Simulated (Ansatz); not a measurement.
## Si9: one change and its effect

System: Si9, charge +1, multiplicity 4.
Method of the first run: UHF/def2-TZVP (Ansatz 0.2.0).

The geometry comes from this level: PBE-D4/def2-SVP. Text and figures count atoms from 1; the logs count them from 0 in places.

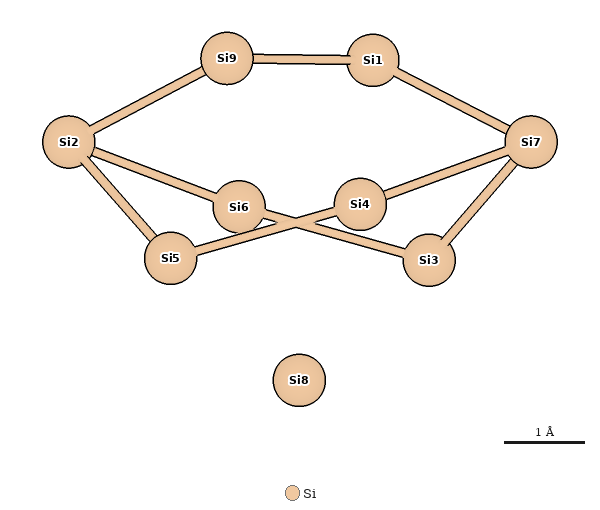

Fig. 1: The structure as given in the input (ball-and-stick view, seen on its broad side; atoms are numbered from 1 in the order of the input). Bond lengths as drawn: Si–Si 2.43 to 2.50 Å.

Input file, the first run:
```yaml
crystal:
  periodic: [false, false, false]
  atoms:
    - {symbol: Si, position_ang: [0.830615, 0.945513, 1.612066]}
    - {symbol: Si, position_ang: [-1.412793, -2.335063, 1.207775]}
    - {symbol: Si, position_ang: [-0.384177, 2.121403, -0.413260]}
    - {symbol: Si, position_ang: [1.034885, 0.059189, -0.871773]}
    - {symbol: Si, position_ang: [-0.531450, -1.861012, -1.036806]}
    - {symbol: Si, position_ang: [-1.239230, -0.003580, 0.550327]}
    - {symbol: Si, position_ang: [2.062550, 2.152267, -0.197154]}
    - {symbol: Si, position_ang: [-1.273872, 0.356560, -1.991760]}
    - {symbol: Si, position_ang: [0.913470, -1.435269, 1.140583]}
basis:
  gaussian: {orbitals: def2-TZVP, initial_orbitals: start.molden}
total_charge: 1
magnetization: {spin_polarized: true, initial_magnetization: 3}
hamiltonian: {xc: hf}
scf: {omitted_lower_state_checks: [starts]}
output: {orbitals: {seedname: orbitals}}
```

Launched with:
```bash
ansatz run in.yaml --threads 4 --pin off --events-out ev --progress --plain --max-ram 6963MiB
```

Hardware: 4 threads of Arm Neoverse V2, 23 GiB of memory available, shared host.

Output (the first run):
```
Functional definition: HF
  exchange = exact_x
  correlation = 0
these checks for a lower state are left out or cut short: starts
2772 factors; their error is unknown
mean field evaluation 1: about -70747.0746 eV, gradient 3.6e1 eV
mean field evaluation 2: about -70748.6184 eV, gradient 2.1e0 eV
mean field evaluation 4: about -70748.7998 eV, gradient 2.6e-2 eV
mean field evaluation 8: about -70750.1254 eV, gradient 2.6e-5 eV
mean field -70750.12535820 eV, -2600.0191507566 hartree, gradient 2.6e-5 eV, S^2 4.038322; 0 other end points of the search recorded, 0 dependent functions left out
reference -70750.12535820 eV, -2600.0191507566 hartree; 64, 61 occupied and 269, 272 virtual orbitals, 2772 factors
Total energy: -70750.12535820 eV, -2600.0191507566 hartree
Checks for a lower state left out: starts
```

The second run used a changed input.

The two runs side by side:

| quantity | the first run | the second run |
| --- | --- | --- |
| outcome | converged | converged |
| total energy (hartree) | −2600.019151 | −2570.024046 |
| HOMO (eV) | −10.94 | −7.00 |
| LUMO (eV) | −5.10 | −1.06 |
| ⟨S²⟩ | 4.038 | 3.982 |
| basis functions | 333 | 81 |
| wall time (shared host) | 2.5 min | 1.4 s |

What was changed in the input?

The change (lines with − go, lines with + come):
```diff
-  gaussian: {orbitals: def2-TZVP, initial_orbitals: start.molden}
+  gaussian: {orbitals: STO-3G}
```

The total energy of the second run is 18822.2 kcal/mol higher, which measures the change of basis and not a stability. The HOMO goes from −10.94 to −7.00 eV. The LUMO goes from −5.10 to −1.06 eV. The basis functions go from 333 to 81.

Output (the second run):
```
Functional definition: HF
  exchange = exact_x
  correlation = 0
these checks for a lower state are left out or cut short: starts
907 factors; integrals over basis functions are off by at most 4.0e-5 eV
mean field evaluation 1: about -69932.4969 eV, gradient 6.8e0 eV
mean field evaluation 2: about -69932.6467 eV, gradient 6.9e0 eV
mean field evaluation 4: about -69933.6702 eV, gradient 2.1e0 eV
mean field evaluation 8: about -69933.9068 eV, gradient 3.1e-1 eV
mean field -69933.91696476 eV, -2570.0240455435 hartree, gradient 2.8e-5 eV, S^2 3.981590; 0 other end points of the search recorded, 0 dependent functions left out
reference -69933.91696476 eV, -2570.0240455435 hartree; 64, 61 occupied and 17, 20 virtual orbitals, 907 factors
Total energy: -69933.91696476 eV, -2570.0240455435 hartree
Checks for a lower state left out: starts
```
